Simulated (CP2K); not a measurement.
# SnS (SMILES [S][Sn]) at AM1

Aim: the energy change on altering one bond length of SnS at AM1, from 2 runs. 

The results are computed with CP2K 2026.2.

17 further runs of the same task are left out: 13 that didn't finish, 4 set aside as unsound or not needed.

### Step 1. The molecule

SnS has 2 atoms, charge 0, and is taken as a singlet. As SMILES, `[S][Sn]`. The bond length is the measured one.

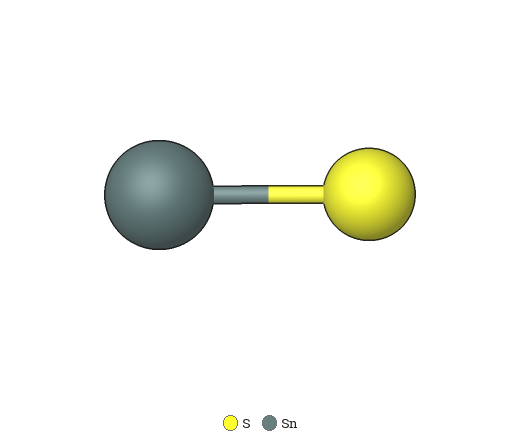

Viewed from a chosen angle; sulfur yellow, tin teal.

### Step 2. A single-point energy at AM1

Input file qs.inp:

```
&FORCE_EVAL
  METHOD QS
  &DFT
    &QS
      METHOD AM1
      EPS_DEFAULT 1.0E-10
      &SE
        &COULOMB
          CUTOFF [angstrom] 50
          RC_RANGE [angstrom] 0
        &END COULOMB
        &EXCHANGE
          CUTOFF [angstrom] 50
          RC_RANGE [angstrom] 0
        &END EXCHANGE
      &END SE
    &END QS
    &POISSON
      PERIODIC NONE
      POISSON_SOLVER ANALYTIC
    &END POISSON
    &SCF
      SCF_GUESS ATOMIC
      EPS_SCF 1.0E-06
      MAX_SCF 50
      &OT
        MINIMIZER DIIS
        PRECONDITIONER FULL_ALL
      &END OT
      &OUTER_SCF
        EPS_SCF 1.0E-06
        MAX_SCF 8
      &END OUTER_SCF
    &END SCF
    &PRINT
      &MOMENTS
        PERIODIC F
        REFERENCE COM
        MAX_MOMENT 1
      &END MOMENTS
      &MO_CUBES
        NLUMO 3
        NHOMO -1
        WRITE_CUBE F
      &END MO_CUBES
      &HIRSHFELD OFF
      &END HIRSHFELD
    &END PRINT
  &END DFT
  &SUBSYS
    &CELL
      ABC 10 10 12.2
      PERIODIC NONE
    &END CELL
    &COORD
      S      5.000000     5.000000     4.995487
      Sn     5.000000     5.000000     7.204513
    &END COORD
  &END SUBSYS
&END FORCE_EVAL

&GLOBAL
  PROJECT_NAME qs
  RUN_TYPE ENERGY
  PRINT_LEVEL MEDIUM
&END GLOBAL
```

Command:

```
OMP_NUM_THREADS=1 cp2k.psmp -i qs.inp -o qs.out
```

The log of the run:

```text
CP2K| version string:                                       CP2K version 2026.2
[...]
 GLOBAL| Method name                                                        CP2K
[...]
 GLOBAL| Run type                                                         ENERGY
[...]
                             - Atoms:                                          2
[...]
                             - Spherical basis functions:                      8
[...]
 Number of electrons:                                                         10
[...]
     1 OT DIIS     0.15E+00    0.0     0.28728317        -9.7502711267 -9.75E+00
[...]
    16 OT DIIS     0.15E+00    0.0     0.00000044       -10.1799362574 -1.30E-11
  *** SCF run converged in    16 steps ***
  Core-core repulsion energy [eV]:                            136.57201102071519
  Core Hamiltonian energy [eV]:                              -457.38624666904974
  Two-electron integral energy [eV]:                           87.60816502569044
  Electronic energy [eV]:                                    -413.58216415620450
  Total energy [eV]:                                         -277.01015313548930
  Atomic reference energy [eV]:                               278.43121137138786
  Heat of formation [kcal/mol]:                                32.77038401724303
[...]
 SE_DIPOLE| Moment [Debye]          0.00000011      -0.00000057      -5.87941295
 SE_DIPOLE| Derivative [a.u.]       0.00000000       0.00000000       0.00000000
 *** WARNING in qs_scf_post_se.F:140 :: Printing of MO cube files not ***
 *** implemented for Semi-Empirical method.                           ***
 ENERGY| Total FORCE_EVAL ( QS ) energy [hartree]            -10.179936257403780
[...]
```

Wall time 0.28 s (1 thread of Arm Neoverse V2, shared host).

### Step 3. The distorted shape at the same level

Input file run.inp:

```
&GLOBAL
 PROJECT run
 RUN_TYPE ENERGY
 PRINT_LEVEL MEDIUM
&END GLOBAL

&FORCE_EVAL
 METHOD QS
 &DFT
  CHARGE 0
  MULTIPLICITY 1
  &QS
   METHOD AM1
   EPS_DEFAULT 1.0E-10
   &SE
    &COULOMB
     CUTOFF [angstrom] 50
     RC_RANGE [angstrom] 0
    &END COULOMB
    &EXCHANGE
     CUTOFF [angstrom] 50
     RC_RANGE [angstrom] 0
    &END EXCHANGE
   &END SE
  &END QS
  &POISSON
   PERIODIC NONE
   POISSON_SOLVER ANALYTIC
  &END POISSON
  &SCF
   SCF_GUESS ATOMIC
   EPS_SCF 1.0E-06
   MAX_SCF 50
   &OT ON
    MINIMIZER DIIS
    PRECONDITIONER FULL_ALL
   &END OT
   &OUTER_SCF
    EPS_SCF 1.0E-06
    MAX_SCF 8
   &END OUTER_SCF
  &END SCF
  &PRINT
   &MOMENTS
    PERIODIC F
    REFERENCE COM
    MAX_MOMENT 1
   &END MOMENTS
   &MO_CUBES
    NLUMO 3
    NHOMO -1
    WRITE_CUBE F
   &END MO_CUBES
   &HIRSHFELD OFF
   &END HIRSHFELD
  &END PRINT
 &END DFT
 &SUBSYS
  &CELL
   ABC [angstrom] 10 10 14.9
   PERIODIC NONE
  &END CELL
  &COORD
   S      5.000000     5.000000     5.020050
   Sn     5.000000     5.000000     9.879950
  &END COORD
 &END SUBSYS
&END FORCE_EVAL
```

Command:

```
OMP_NUM_THREADS=1 cp2k.psmp -i run.inp > run.out 2>&1
```

The log of the run:

```text
CP2K| version string:                                       CP2K version 2026.2
[...]
 GLOBAL| Method name                                                        CP2K
[...]
 GLOBAL| Run type                                                         ENERGY
[...]
                             - Atoms:                                          2
[...]
                             - Spherical basis functions:                      8
[...]
 Number of electrons:                                                         10
[...]
     1 OT DIIS     0.15E+00    0.0     0.27726391        -9.6301628627 -9.63E+00
[...]
    12 OT DIIS     0.15E+00    0.0     0.00000088        -9.8700428269 -6.99E-10
  *** SCF run converged in    12 steps ***
  Core-core repulsion energy [eV]:                             68.54217881625479
  Core Hamiltonian energy [eV]:                              -444.49839328915937
  Two-electron integral energy [eV]:                          214.75738086101717
  Electronic energy [eV]:                                    -337.11970285865078
  Total energy [eV]:                                         -268.57752404239596
  Atomic reference energy [eV]:                               278.43121137138786
  Heat of formation [kcal/mol]:                               227.23144597429905
[...]
 SE_DIPOLE| Moment [Debye]          0.00000499       0.00000859      -9.83310474
 SE_DIPOLE| Derivative [a.u.]       0.00000000       0.00000000       0.00000000
 *** WARNING in qs_scf_post_se.F:140 :: Printing of MO cube files not ***
 *** implemented for Semi-Empirical method.                           ***
 ENERGY| Total FORCE_EVAL ( QS ) energy [hartree]             -9.870042826862150
[...]
```

Run time: 0.5 s. Hardware: 1 thread of Arm Neoverse V2, shared host.

### Step 4. Summary of results

At AM1:

| quantity | value |
| --- | --- |
| first shape: total energy | -10.17994 Eh |
| first shape: dipole moment | 5.88 D |
| first shape: heat of formation | 32.8 kcal/mol |
| distorted shape: total energy | -9.87004 Eh |
| distorted shape: dipole moment | 9.83 D |
| distorted shape: heat of formation | 227.2 kcal/mol |
| energy change with the S1–Sn2 bond stretched from 2.209 to 4.860 Å | 8.433 eV |

In words: One bond (distorted shape) is far stretched, which a spin-restricted single reference describes badly. With the S1–Sn2 bond stretched from 2.209 to 4.860 Å the energy rises by 8.43 eV (814 kJ/mol). The first shape isn't relaxed at this level, so the change isn't measured from a minimum. A restricted reference can't describe the breaking bond well at this length.
